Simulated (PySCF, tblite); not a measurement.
# C3H8BFS: geometry, infrared bands and NMR shifts

Wanted: the infrared bands and NMR shifts of C3H8BFS (`CSBCCF`), by calculation.

The runs use tblite 0.8.0 and PySCF 2.14.0, with density-fitted response routines of our own; the level of theory stands in each step. All values are computed, except where a source is named. Atoms count from 0, in the outputs and in this text.

## (1) The starting structure

14 atoms, charge 0, multiplicity 1; geometry from: force field or distance geometry start.

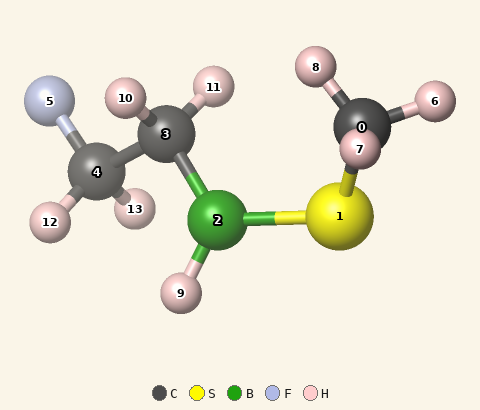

As it starts; carbon dark grey, sulfur yellow, boron green, fluorine light blue, hydrogen pink, atoms numbered; sticks join atoms by distance.

## (2) Geometry optimisation with GFN2-xTB

What the job is given:

```
{"job": {"kind": "relax", "xc": "GFN2-xTB", "basis": "xTB"}, "charge": 0, "multiplicity": 1}
C      2.842900     0.161600     0.210600
S      1.676300    -1.180200    -0.014400
B     -0.031800    -0.848100     0.668100
C     -0.933100     0.406800     0.244800
C     -2.407100    -0.001400     0.331000
F     -3.253300     1.033900    -0.024700
H      3.515900     0.179500    -0.693300
H      3.530600     0.061700     1.093800
H      2.362700     1.151200     0.286400
H     -0.584300    -1.716700     1.257900
H     -0.787300     1.201500     0.997200
H     -0.710400     0.777200    -0.746400
H     -2.618600    -0.418700     1.339700
H     -2.603100    -0.808900    -0.412700
```

Started as:

```bash
OMP_NUM_THREADS=1 python probes_run.py task.json out
```

One launch serves the whole session: the jobs run in the order shown.

**Question.** This job is followed by: GFN2-xTB harmonic vibrations, gas phase; GIAO PBE0/pcSseg-1 NMR shielding, non-relativistic, gas phase. What will the session give for the following? strongest single infrared mode (GFN2-xTB); zero-point energy (GFN2-xTB); 13C shifts against TMS (PBE0/pcSseg-1); 1H shifts against TMS (PBE0/pcSseg-1, means over atoms taken as alike); 33S shifts against CS2 (PBE0/pcSseg-1); 11B shifts against BF3·OEt2 (PBE0/pcSseg-1); 19F shifts against CFCl3 (PBE0/pcSseg-1).

The runs gave:

| quantity | value |
| --- | --- |
| strongest single infrared mode (GFN2-xTB) | 1112 cm⁻¹, 105 km/mol |
| zero-point energy (GFN2-xTB) | 67.5 kcal/mol |
| 13C shifts against TMS (PBE0/pcSseg-1) | 86.5, 30.7, 18.0 ppm |
| 1H shifts against TMS (PBE0/pcSseg-1, means over atoms taken as alike) | 6.86, 5.02, 2.27, 1.83 ppm |
| 33S shifts against CS2 (PBE0/pcSseg-1) | 98 ppm |
| 11B shifts against BF3·OEt2 (PBE0/pcSseg-1) | 67.6 ppm |
| 19F shifts against CFCl3 (PBE0/pcSseg-1) | -232.6 ppm |

**Reading.** The optimisation took 112 steps and gained 0.818 eV; among the close pairs (by a distance rule), S1–B2 changed most, from 1.869 to 1.754 Å. All 36 modes are real, so the xTB geometry is a minimum. The strongest single mode, at 1112 cm⁻¹, has its largest shares on B2, H9, C3 and C4 (the list is cut at 4 atoms). Unscaled tight-binding wavenumbers are off by several per cent, some by more. Its intensities can rank the bands wrongly. The most deshielded carbon is C4 (sp3 CH2 bonded to F), at 86.5 ppm: pulled downfield by the heteroatom. At PBE0/pcSseg-1: The largest span, 444 ppm, is at S1, where the paramagnetic term is -652 ppm.
